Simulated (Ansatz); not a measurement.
```yaml
atoms:
  - { symbol: C, position_ang: [-2.5928, 1.0751, 1.5469] }
  - { symbol: B, position_ang: [-1.4127, 1.0232, 0.6238] }
  - { symbol: B, position_ang: [-0.2641, 1.0577, -0.4804] }
  - { symbol: N, position_ang: [1.1751, 0.4808, -0.3567] }
  - { symbol: H, position_ang: [-3.3913, 1.6006, 0.9817] }
  - { symbol: H, position_ang: [-2.9857, 0.0785, 1.8101] }
  - { symbol: H, position_ang: [-2.4056, 1.6616, 2.4621] }
  - { symbol: H, position_ang: [-0.4901, 1.5773, -1.5425] }
  - { symbol: H, position_ang: [1.8709, 1.2232, -0.5088] }
  - { symbol: H, position_ang: [1.3463, -0.2117, -1.0981] }
  - { symbol: H, position_ang: [1.3985, 0.0321, 0.5370] }
```

Geometry: PBE0-D3(BJ)/def2-SVP.

Theory: isolated molecule in a Gaussian basis; Kohn-Sham density functional theory, functional PBE0 in Ansatz.

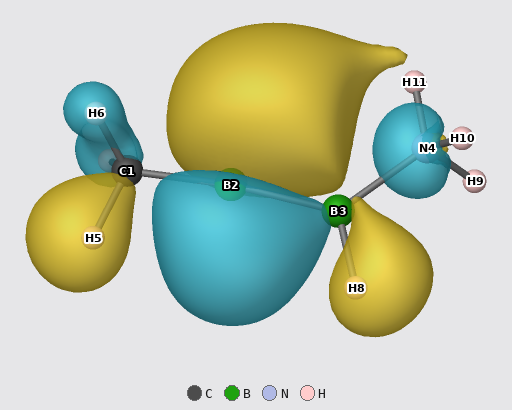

CH₇B₂N (SMILES C[B]B[NH3+]) (charge +1, doublet). One frontier orbital at ±0.08 Å⁻³ᐟ² (yellow and cyan are the two phases), seen at a tilt.

Which orbital is it: HOMO (α) or LUMO (α)?

Answer. The LUMO (α), at −6.60 eV. Its weight (Hirshfeld) is mainly on B2 (about 50 %), B3 (about 15 %) and C1 (about 10 %).
